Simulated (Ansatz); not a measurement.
**Cl3HZr···HF: density, localisation and related maps**

```xyz
7

Zr   -0.5127    0.0001   -0.4881
F     0.0514   -0.0002    2.6338
Cl    1.7882    0.0008   -0.0904
Cl   -1.1249    1.9052   -1.6674
Cl   -1.1253   -1.9058   -1.6661
H    -1.7234    0.0016    0.9119
H    -0.8741   -0.0017    2.5643
```

Core potentials replace the inner electrons of Zr.

Theory: RKS r2SCAN-D4/def2-SVP (Ansatz 0.2.0).

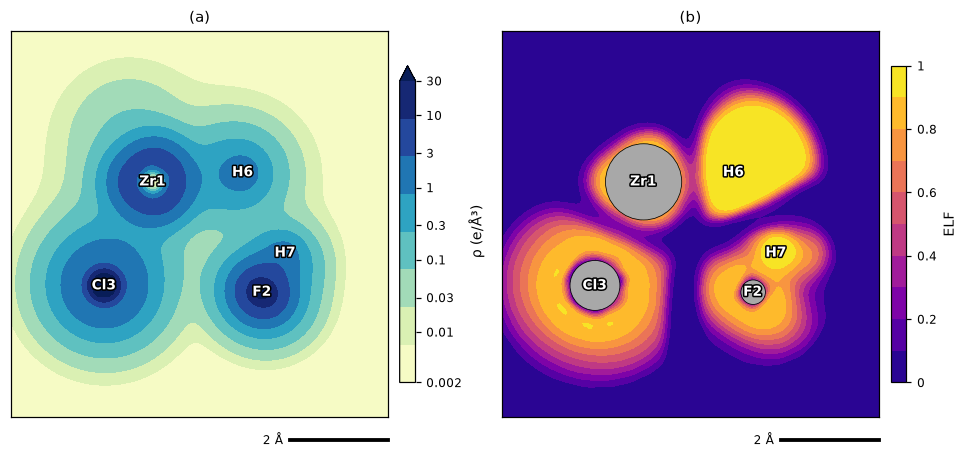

Figure 1. (a) electron density; (b) ELF on the plane of atoms Cl3, Zr1 and H6. Grey discs cover the atomic cores in the ELF map.

Read the bonding off the picture.

- The section cuts through Zr, F, Cl and H sites.
- H6···H7 (1.86 Å): the density falls to about 0.12 e/Å³ on the way; the ELF dips to about 0.10 between them.
- Zr–Cl (2.34 Å): ρ at the midpoint is about 0.6 e/Å³; the ELF peaks at about 0.85 in the valence shell of Cl, 0.8 Å from its nucleus, and is about 0.35 at the midpoint.
- F–H (0.93 Å): ρ is about 4.6 e/Å³ halfway; the ELF climbs to about 1 towards the hydrogen, as it does in any bond to H: an ordinary covalent bond to hydrogen.
- Zr–H (1.85 Å): the density is about 1 e/Å³ at the midpoint; the ELF climbs to about 1 towards the hydrogen.
- The ELF also peaks beside F2, away from the bonds: lone-pair regions.

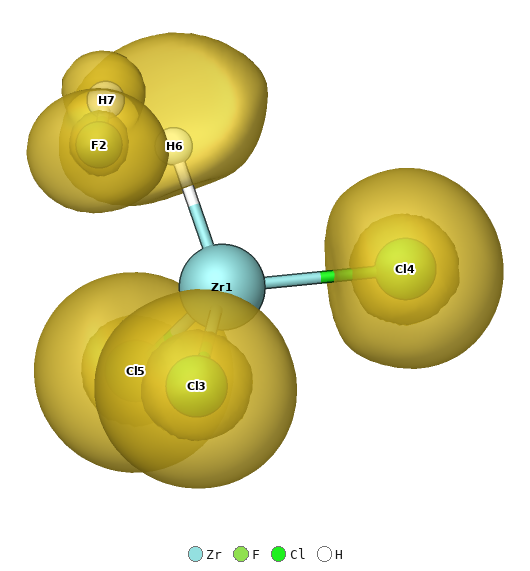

Figure 2. Isosurface of the ELF at 0.75 (yellow), seen at an oblique angle. Only the valence region is drawn (cores and ρ < 0.01 e/Å³ removed).

Describe the localisation domains.

The surface consists of one region around a hydrogen nucleus, three regions wrapped around Cl (the valence shell of each) and one joined region spread over several atoms (F, H), in which their bonds and any lone pairs are merged. Profiles from the grid: Zr–Cl (2.32 Å): the ELF peaks at about 0.85 in the valence shell of Cl, 0.8 Å from its nucleus, and is about 0.35 at the midpoint.

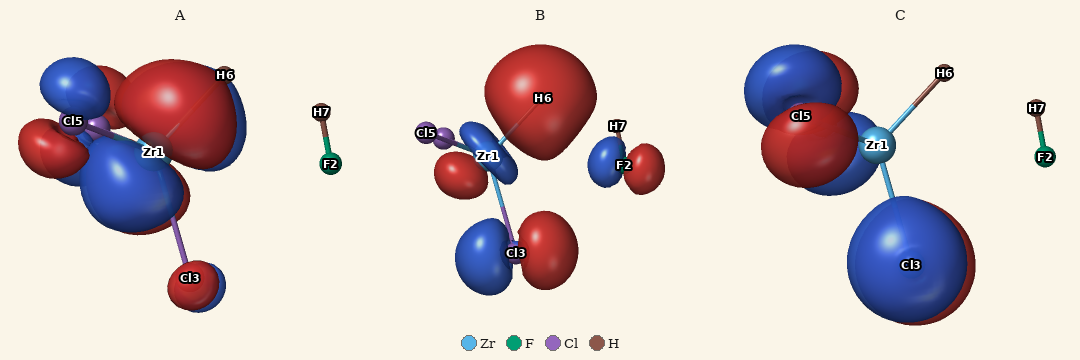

Figure 3. Three frontier orbitals at ±0.1 Å⁻³ᐟ² (blue and red are the two phases), in no order.

Order the three orbitals by energy and name them.

C is the HOMO−1 (−8.62 eV). It lies mainly on Cl3 (about 50 %), Cl4 (about 20 %) and Cl5 (about 20 %); largely a combination of lone pairs on Cl3, Cl4 and Cl5. B is the HOMO (−8.10 eV). Its weight (Hirshfeld) is mainly on H6 (about 40 %), Zr1 (about 30 %), Cl3 (about 20 %) and F2 (about 10 %). A is the LUMO (−3.45 eV). Its weight (Hirshfeld) is mainly on Zr1 (about 75 %), Cl4 (about 10 %) and Cl5 (about 10 %).

What is the HOMO–LUMO gap?

4.65 eV between the orbital energies.
